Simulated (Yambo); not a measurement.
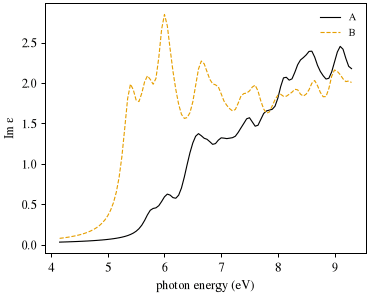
Figure: Two computed absorption spectra of Mg$_{3}$ZnO$_{4}$ (space group Cmmm, No. 65) (Yambo, LDA bands with the same scissor, field along x)

Axes are Cartesian, with cell vectors (Å) (3.02, -4.28, 0.00), (3.02, 4.28, 0.00), (0.00, 0.00, 3.03).

### Question
Which curve includes the electron-hole attraction (BSE)?

### Answer
Curve B: the attraction moves weight to lower energy (centre of the plotted range 7.2 eV against 7.8 eV). Settings: 6×6×10 mesh, 10 valence and 2 conduction bands, static screening with 66 bands and a 3 Ry block, scissor 2.31 eV, Tamm-Dancoff. The scissor comes from a G0W0 run whose convergence isn't established. Broadening 0.15 eV. The band window holds all transitions up to 9.3 eV. On this mesh the peak heights and the fine structure are mesh artefacts; only the shift of weight is robust.

Geometry of the Materials Project entry, not relaxed at this level; primitive cell a = b = 5.237 Å, c = 3.028 Å, α = β = 90.00°, γ = 109.49°.

The structure is a Materials Project entry; no match was found in the copy of COD used, and its stability was not checked.

With a shallow 3d shell G0W0 needs far more bands and larger blocks than here, so the scissor is uncertain by tenths of an eV or more.
